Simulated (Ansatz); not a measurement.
# Is Ir-Ag-Ir stack of (111) layers a stable metal?, part 2 of 3

The plan: relax Ir-Ag-Ir stack of (111) layers, check its phonons, and, if the lattice is stable, compute its Eliashberg function and ρ(T).

Ansatz 0.2.0; DFT PBEsol, scalar-relativistic, plane waves, PAW; PAW set soft_1.

So far. Step 3 (Relaxing tightly for phonons): Little changed from the start: no atom moved by 0.005 Å and no cell edge by 0.1 %.

## (4) Lattice stability: q 2×2×1, k 8×8×1

Couplings are defined for a stable lattice alone, so phonons come first.

Input file input.yaml:

```yaml
crystal:
  lattice:
    - [2.6265679725, -2.6217e-06, 0.0]
    - [-1.3132817157, 2.2746758998, 0.0]
    - [0.0, 0.0, 33.2454533171]
  atoms:
    - { symbol: Ir, position: [0.0, 0.0, 0.1626451089] }
    - { symbol: Ag, position: [0.3333333333, 0.6666666667, 0.2364643648] }
    - { symbol: Ir, position: [0.6666666667, 0.3333333333, 0.3102836206] }
  periodic: [true, true, false]
kpoints:
  mp_grid: { grid: [8, 8, 1] }
hamiltonian:
  xc: pbesol
  pseudopotentials: { kind: paw, azcp: { folder: soft_1 }, xc_functional: pbe }
scf:
  occupations: { method: methfessel_paxton, width: 0.2 }
output:
  eigenvalues: true
phonons:
  method: dfpt
  qmesh: [2, 2, 1]
  temperatures: { t_max: 1000, t_step: 50 }
  qpath:
    path:
      - [0.0, 0.0, 0.0]
      - [0.5, 0.0, 0.0]
      - [0.33333333, 0.33333333, 0.0]
      - [0.0, 0.0, 0.0]
    npoints: 10
```

Run with:

```
$ ansatz run input.yaml --threads 4 --pin off --max-ram 12288MiB --backend cpu --events-out ev --progress --plain --runs-dir out
```

Numbers of over 12 decimals in the logs are rounded to 6 here.

The log of the run:

```text
Warning: crystal.symmetry: narrowed to the stabiliser of the run's FFT grids — unitary ops 12 → 6. A phonons.method: dfpt run fills in the rows of the dynamical matrix that it does not solve by its symmetry operations, which is exact only for operations that map its FFT grids onto themselves: filled in by any other, the frequencies could depend on the order in which like atoms are typed, or, by more than the grids' own error, on where the crystal sits among the grids' points. Excluded: 6 operations. The run can therefore solve more perturbations, solve them on more k-points, or both, and cost more. [rest of the remark cut]
[...]
Crystal: 3 atoms, lattice volume = 198.628 Å³
Basis set: ecut = 420 eV, 3969 PW (Γ), exchange–correlation on 36×36×450 points (8 copies of the dense FFT grid, shifted against one another)
Bands: 32, of which v1, the nominal top of the filled ones, is band 27 counted from 1 (26 counted from 0)
Symmetry: 12 space group operations
k-points: 10 of 64 (irreducible under 6 space group operations, time reversal used)
[...]
SCF iter   1: F=—  HF=-31121.868361 eV  |F-HF|=—  |Δ(HF+E_count)|=         —  Δρ=6.23e-2  dr2=1.83e1  ethr=3.10e-3  ⟨swp⟩=15.4  Hψ=2540  notcnv=0
[...]
SCF iter  15: F=-31120.340834 eV  HF=-31120.340834 eV  |F-HF|=1.09e-11  |Δ(HF+E_count)|=   1.55e-9  S|Δr|=    0.00e0  Δρ=3.52e-8  dr2=4.24e-12  ethr=1.00e-12  ⟨swp⟩=23.9  Hψ=3047  notcnv=0
SCF 1 converged in 15 iterations: F = -31120.340834 eV  dr2 = 4.24e-12
[...]
phonons: the bands overlap, so this run is a metal and interpolates without the dipole-dipole term. If the crystal is really an insulator or semiconductor, its LO-TO splitting is missing
NSCF: frozen V_eff on 10 k-points
WARN: eigensolver did not converge (k=8): 1 band(s) unlocked after 3 eigensolves, warm-restarted (20 sweeps on the last) at ethr=1.96e-12 eV (storage-precision floor; scheduled 1.00e-12 eV) (lowest unlocked band 31, counted from 0; max residual 1.25e-5 eV among the unlocked bands, 1.25e-5 eV over every band; other slots of this pass that fall short are told together in one closing line; warning suppressed until the next SCF loop or pass starts)
[...]
DFPT response loops at q = (0, 0, 0) (fractional): preconditioner auto → none (partly filled bands, converged f_vac=0.730); β = 0.50; Broyden in place of MSR1
[...]
SCF converged after 15 iterations
Stability not checked: this state was not tested for a lower state beside it, because cold or Methfessel-Paxton smearing, or corrected tetrahedra, fill the levels in a way that the test cannot read (fill_not_monotonic; see scf.lower_state_search)
Free energy (F): -31120.340834 eV
[...]
Internal energy: -31120.335792 eV  (E = F + TS)
E sigma→0 (E₀):  -31120.339573 eV
Entropy (-TS):   -0.005041 eV (-1.680 meV/atom)
Fermi energy:    -6.086324 eV
[...]
--- Band table (eV; the first three rows and the last of 10) ---
  k-point 0: bands = [... 23 lower, -8.3629, -8.3629, -6.9744, -5.8116, -5.3154, -5.3154, -5.2244, -5.2244, ... 1 higher]
  k-point 1: bands = [... 23 lower, -7.9673, -7.8706, -7.4501, -7.1949, -5.4613, -5.3636, -5.0150, -3.6025, ... 1 higher]
  k-point 2: bands = [... 23 lower, -8.1077, -7.3517, -6.4119, -6.3687, -5.8147, -5.6656, -4.3534, -1.4965, ... 1 higher]
  k-point 9: bands = [... 23 lower, -7.7965, -7.3446, -6.4504, -6.1535, -0.8555, 0.2296, 1.4362, 1.6025, ... 1 higher]
--- Phonons (Γ-DFPT): 6 representative perturbations + reference (Σ response iterations 39) ---
  ASR residual: 4.306e-5 → 0.000e0 eV/Å²; symmetrization residual: 6.594e-5 eV/Å²
  The last average, over the group as it would stand without the narrowing to the FFT grids, took up to 6.276e-6 eV/Å² of the zone centre's force constants
  ASR residual per site (eV/Å²): 4.31e-5 2.46e-5 4.26e-5
  Γ frequencies (cm⁻¹): 0.00 0.00 0.00 20.78 20.78 63.94 63.94 78.64 166.65
--- Phonons (arbitrary-q DFPT): 2 irreducible q on the 2×2×1 mesh ---
  q = [0.0000, 0.0000, 0.0000] (star 1, of the zone-centre solve; hermiticity 7.89e-6, symmetrization 3.83e-6, taken by the last average 7.29e-7): -0.00 -0.00 0.00 20.78 20.78 63.94 63.94 78.64 166.65
  q = [0.0000, -0.5000, 0.0000] (star 3, 9 solved perturbations in 267 linear systems a pass and spin channel, the states on 34 of 64 k-point pairs; hermiticity 3.06e-6, symmetrization 1.53e-6, taken by the last average 3.16e-7): -8.19 45.44 47.98 76.81 100.37 148.89 191.66 194.07 282.07
  sum rule: each row above includes the acoustic sum rule's correction from the zone centre's row sums; it moved no ω² by more than (0.25 cm⁻¹)²
  mesh force constants: q→R imaginary residual 8.08e-18; ASR residual 4.306e-5 → 0.000e0 eV/Å²; symmetrization residual 1.243e-14 eV/Å²
  interpolated dispersion: 31 rows × 9 modes
  density of states and harmonic sums: on the 28×28×1 q-mesh, interpolated from the force constants of a 2×2×1 supercell (no non-analytic term)
  largest difference from the sums on the solved wave vectors: F 5.02e-2 eV, S 1.03e-4 and C_V 5.27e-5 eV/K
  zero-point energy: 0.062294 eV/cell   skipped modes (ω ≤ 0): 72, of them read as no rigid motion or as one in doubt: 69 (8.839e-1 modes/cell left out, lowest -30.76 cm⁻¹)   left out of the sums: 9.86e-2 of the cell's modes: C_V's classical limit lies that fraction below 3 k_B per atom; for a crystal, a wire or a layer, F and S can be off by more, and a phonons.interpolated_qmesh denser along its periods is the remedy for the sampling
```

The job ended after 2.1 min (4 threads of Arm Neoverse V1, shared host; peak memory 1 GiB; 8 min of CPU time).

This step gave:

| Quantity | Value |
| --- | --- |
| share of imaginary modes in the plain interpolation between solved wavevectors | 0.0967 |
| highest frequency, solved or plainly interpolated | 282.1 cm⁻¹ |

Solved on the 2×2×1 mesh alone; all other wavevectors are interpolated. The phonon branches at the labelled points (cm⁻¹):

| point | branch 1 | branch 2 | branch 3 | branch 4 | branch 5 | branch 6 | branch 7 | branch 8 | branch 9 |
| --- | --- | --- | --- | --- | --- | --- | --- | --- | --- |
| Γ | 0 | 0 | 0 | 21 | 21 | 64 | 64 | 79 | 167 |
| M | -8 | 45 | 48 | 77 | 100 | 149 | 192 | 194 | 282 |
| K | 28 | 28 | 83 | 147 | 151 | 151 | 163 | 238 | 238 |
| Γ | 0 | 0 | 0 | 21 | 21 | 64 | 64 | 79 | 167 |

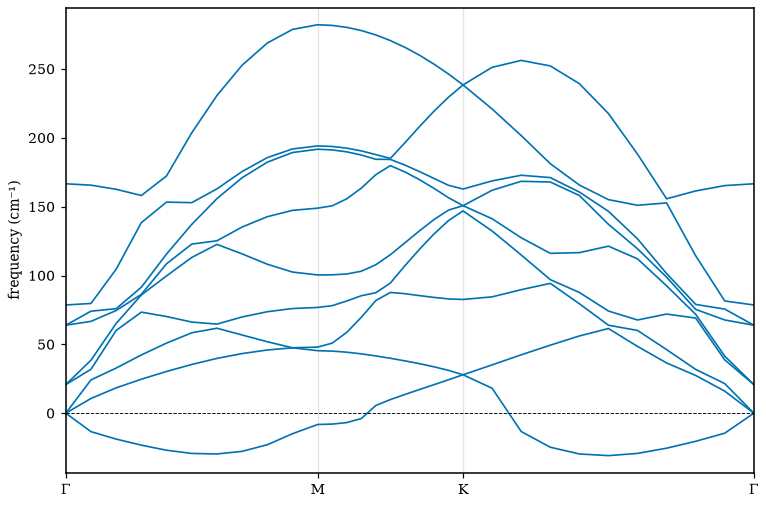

Phonon branches along the path.

Lowest modes at the softest wavevector of the mesh. The modes at q = (0.500, 0.500, 0.000) (shares of kinetic energy by element, %) (negative means imaginary):

| mode | frequency (cm⁻¹) | Ir % | Ag % |
| --- | --- | --- | --- |
| 1 | -8.2 | 100 | 0 |
| 2 | 45.4 | 91 | 9 |
| 3 | 48.0 | 100 | 0 |
| 4 | 76.8 | 100 | 0 |
| 5 | 100.4 | 15 | 85 |
| 6 | 148.9 | 0 | 100 |

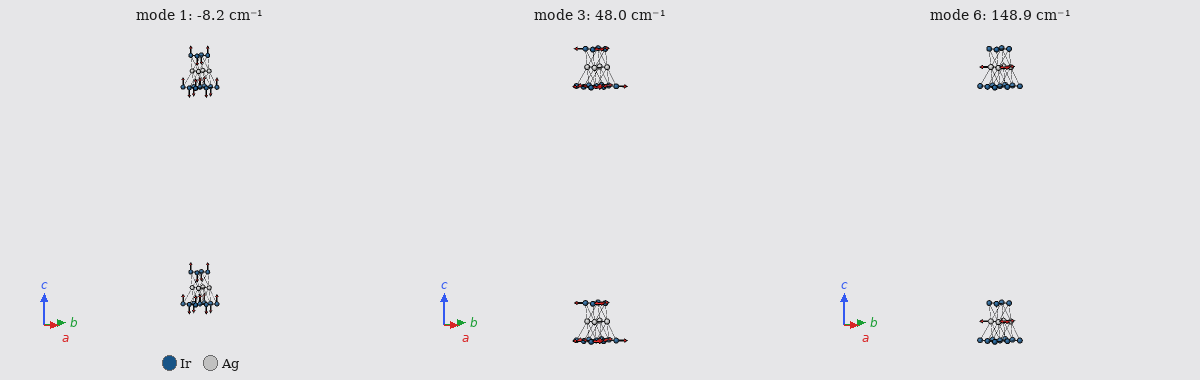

Displacement patterns of modes 1, 3 and 6 at q = (0.500, 0.500, 0.000); arrows are exaggerated. 2×2×2 cells are drawn. Some periodic images of atoms are drawn too.

Among the solved wavevectors the lowest mode, translations apart, is -8.2 cm⁻¹, imaginary.

## (5) Phonons by linear response: q 3×3×1, k 9×9×1

An imaginary mode on so few k-points may come from the sampling, so the phonons are repeated with another q and k mesh.

Changes to input.yaml since step 4:

```diff
@@ -11,3 +11,3 @@
 kpoints:
-  mp_grid: { grid: [8, 8, 1] }
+  mp_grid: { grid: [9, 9, 1] }
 hamiltonian:
@@ -21,3 +21,3 @@
   method: dfpt
-  qmesh: [2, 2, 1]
+  qmesh: [3, 3, 1]
   temperatures: { t_max: 1000, t_step: 50 }
```

The log of the run:

```text
[...]
Crystal: 3 atoms, lattice volume = 198.628 Å³
Basis set: ecut = 420 eV, 3969 PW (Γ), exchange–correlation on 36×36×450 points (8 copies of the dense FFT grid, shifted against one another)
Bands: 32, of which v1, the nominal top of the filled ones, is band 27 counted from 1 (26 counted from 0)
Symmetry: 12 space group operations
k-points: 12 of 81 (irreducible under 6 space group operations, time reversal used)
[...]
SCF iter   1: F=—  HF=-31121.779425 eV  |F-HF|=—  |Δ(HF+E_count)|=         —  Δρ=6.33e-2  dr2=1.83e1  ethr=3.10e-3  ⟨swp⟩=15.2  Hψ=3072  notcnv=0
[...]
SCF iter  14: F=-31120.474155 eV  HF=-31120.474155 eV  |F-HF|=3.27e-10  |Δ(HF+E_count)|=  9.24e-10  S|Δr|=    0.00e0  Δρ=2.77e-8  dr2=2.81e-12  ethr=1.00e-12  ⟨swp⟩=22.8  Hψ=3604  notcnv=0
SCF 1 converged in 14 iterations: F = -31120.474155 eV  dr2 = 2.81e-12
[...]
SCF converged after 14 iterations
[...]
Free energy (F): -31120.474155 eV
[...]
Internal energy: -31120.463999 eV  (E = F + TS)
E sigma→0 (E₀):  -31120.471616 eV
Entropy (-TS):   -0.010156 eV (-3.385 meV/atom)
Fermi energy:    -6.088242 eV
[...]
--- Band table (eV; the first three rows and the last of 12) ---
  k-point 0: bands = [... 23 lower, -8.5914, -8.5914, -7.0077, -5.8608, -5.4182, -5.4182, -5.3260, -5.3260, ... 1 higher]
  k-point 1: bands = [... 23 lower, -8.3939, -8.2571, -7.4291, -7.1152, -5.5351, -5.4381, -5.1436, -3.8813, ... 1 higher]
  k-point 2: bands = [... 23 lower, -8.1107, -7.5521, -7.1304, -7.0757, -5.8337, -5.6966, -4.5765, -2.0228, ... 1 higher]
  k-point 11: bands = [... 23 lower, -8.4875, -7.7183, -6.3070, -6.3070, 0.0811, 0.0811, 1.2287, 2.0447, ... 1 higher]
[...]
ASR residual: 1.181e-4 → 0.000e0 eV/Å²; symmetrization residual: 7.578e-5 eV/Å²
[...]
ASR residual per site (eV/Å²): 1.18e-4 2.34e-5 1.03e-4
  Γ frequencies (cm⁻¹): 0.00 0.00 0.00 21.79 21.79 48.87 48.87 81.94 170.50
--- Phonons (arbitrary-q DFPT): 3 irreducible q on the 3×3×1 mesh ---
[...]
interpolated dispersion: 31 rows × 9 modes
[...]
```

Run time: 5.1 min. Hardware: 4 threads; peak memory 1.5 GiB; 20 min of CPU time.

Numbers from this step:

```yaml
zero_point_energy: 0.07218 eV/cell
share_of_imaginary_modes_in_the_plain_interpolation_between_solved_wavevectors: 0.0015
highest_frequency_solved_or_plainly_interpolated: 281.3 cm⁻¹
```

Solved on the 3×3×1 mesh alone; all other wavevectors are interpolated. The phonon branches at the labelled points (cm⁻¹):

| point | branch 1 | branch 2 | branch 3 | branch 4 | branch 5 | branch 6 | branch 7 | branch 8 | branch 9 |
| --- | --- | --- | --- | --- | --- | --- | --- | --- | --- |
| Γ | 0 | 0 | 0 | 22 | 22 | 49 | 49 | 82 | 170 |
| M | 71 | 76 | 114 | 117 | 120 | 147 | 196 | 196 | 281 |
| K | 81 | 81 | 95 | 174 | 177 | 178 | 178 | 237 | 237 |
| Γ | 0 | 0 | 0 | 22 | 22 | 49 | 49 | 82 | 170 |

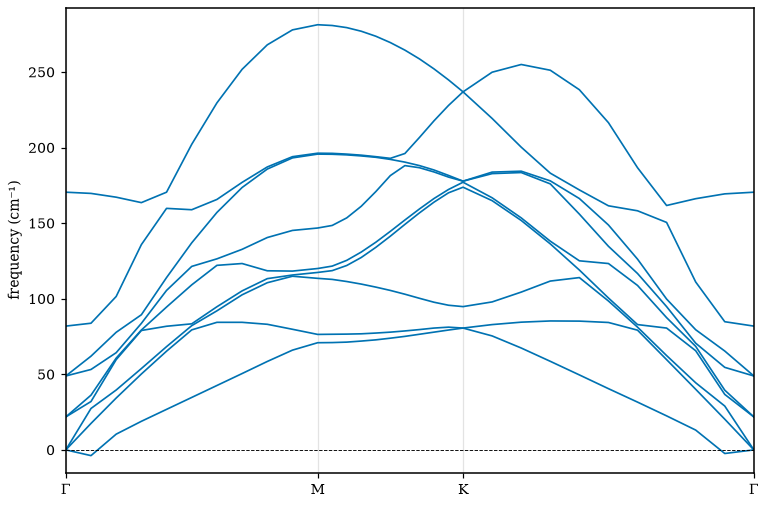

Phonon branches along the path.

The modes has structure finer than the step of the table below, so its rows give means over 20 cm⁻¹, whole bins alone (the curve runs from -14.1 to 299 cm⁻¹). Peaks (cm⁻¹: height): Ag 113.9: 0.0299, 123.7: 0.0267, 149.3: 0.0229, 159.1: 0.0319, 196.6: 0.0116, 235.9: 0.0110, 255.6: 0.0221; Ir 84.3: 0.136, 98.1: 0.0375, 111.9: 0.0529, 184.7: 0.0630.

Phonopy on the run's constants, 21x21x1 mesh, Gaussian sigma 2.2 cm⁻¹. Table of modes by wavenumber; means over each step; values in 1/cm⁻¹/cell:

| wavenumber (cm⁻¹) | Ag | Ir |
| --- | --- | --- |
| 0 | 4.5e-4 | 0.00160 |
| 20 | 0.00190 | 0.00754 |
| 40 | 0.00368 | 0.0167 |
| 60 | 0.00661 | 0.0264 |
| 80 | 0.00780 | 0.0706 |
| 100 | 0.0135 | 0.0278 |
| 120 | 0.0230 | 0.0441 |
| 140 | 0.0141 | 0.0224 |
| 160 | 0.0211 | 0.0254 |
| 180 | 0.0110 | 0.0407 |
| 200 | 0.00800 | 0.0165 |
| 220 | 0.00611 | 9.6e-5 |
| 240 | 0.00851 | 8.0e-5 |
| 260 | 0.0169 | 1.3e-4 |
| 280 | 0.00737 | 4.8e-5 |

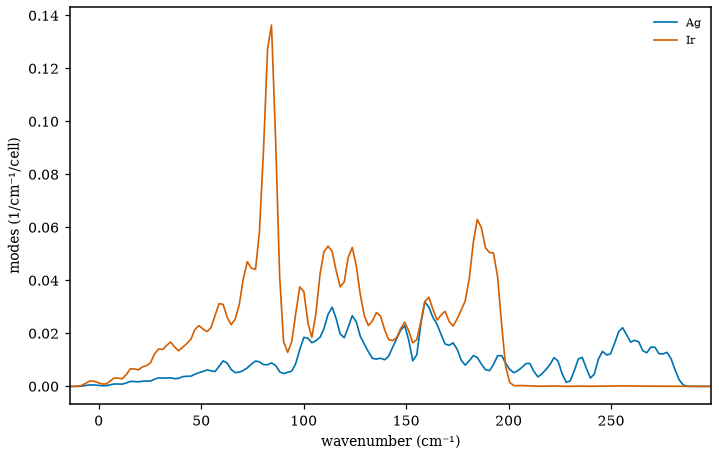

Modes, plotted against wavenumber.

No LO-TO term; unit eigenvectors of the mass-weighted matrix. Modes at Γ, with each element's share of the kinetic energy:

| mode | frequency (cm⁻¹) | symmetry | Ir % | Ag % |
| --- | --- | --- | --- | --- |
| 1 | 0.0 | unnamed | 78 | 22 |
| 2 | 0.0 | unnamed | 78 | 22 |
| 3 | 0.0 | unnamed | 78 | 22 |
| 4 | 21.8 | Eg | 100 | 0 |
| 5 | 21.8 | Eg | 100 | 0 |
| 6 | 48.9 | Eu | 22 | 78 |
| 7 | 48.9 | Eu | 22 | 78 |
| 8 | 81.9 | A1g | 100 | 0 |
| 9 | 170.5 | A2u | 22 | 78 |

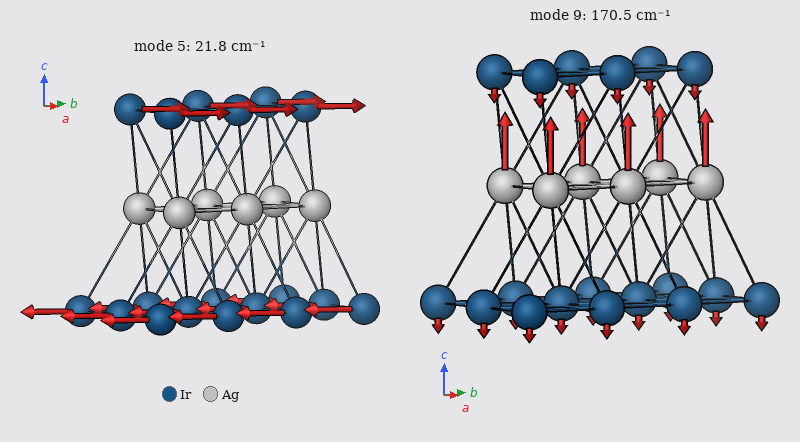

Displacement patterns of modes 5 and 9 at Γ; arrows are exaggerated. 2×3×1 cells are drawn. Some periodic images of atoms are drawn too.

Among the solved wavevectors the lowest mode, translations apart, is 21.8 cm⁻¹, so these are real on this k mesh. This mesh lacks the wavevector at which the coarser one was unstable.

(Part 2 of 3 ends here.)

[Logs are printed without paths, hosts, clocks, repeated set-up lines and the standing remarks that a program may print on its own settings, such as how far it seeks lower states.]

[Hosts, paths, dates, database ids (printed as entryN), source tags and the programs' standing remarks are cut or masked in the printed files.]
